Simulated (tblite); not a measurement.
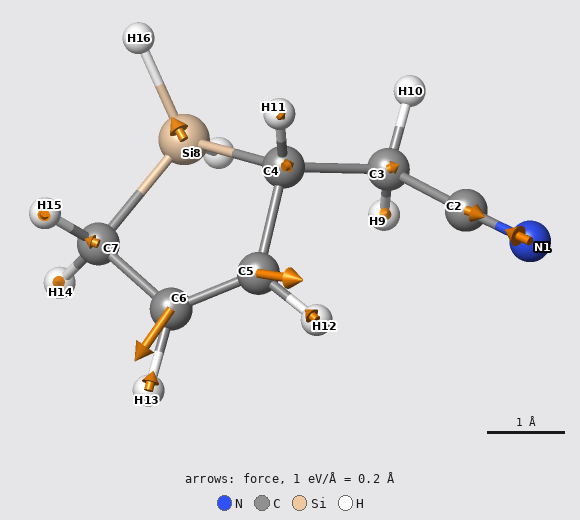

Starting geometry of C6H9NSi with the computed forces as orange arrows. A ball-and-stick model, seen from a free direction.

Theory: tblite, GFN2-xTB geometry optimisation, gas phase. 

Is this structure relaxed? If not, where do the atoms go?

Answer. It isn't relaxed: the largest force vector, on a C atom, is 4.21 eV/Å. The final displacements have little in common with the starting forces (cosine between the two patterns 0.12). An H atom moves most after the best rigid fit: 0.54 Å. Largest moves by element: H 0.54 Å, Si 0.21 Å, C 0.16 Å, N 0.15 Å. Among the contacts that change: C–H 1.136 → 1.081 Å, C–Si 1.871 → 1.920 Å, C–C 1.278 → 1.321 Å, C–C 1.468 → 1.501 Å. Bond angles that change, for instance: H–C–H 113.1° → 106.0°, C–C–H 113.3° → 107.4°, C–C–H 114.5° → 108.8°. Groups turn about C–Si by about 20°. The energy falls by 46.7 kJ/mol in 111 geometry steps. The run took 0.8 s on 1 thread of Arm Neoverse V1, with other jobs on the host.
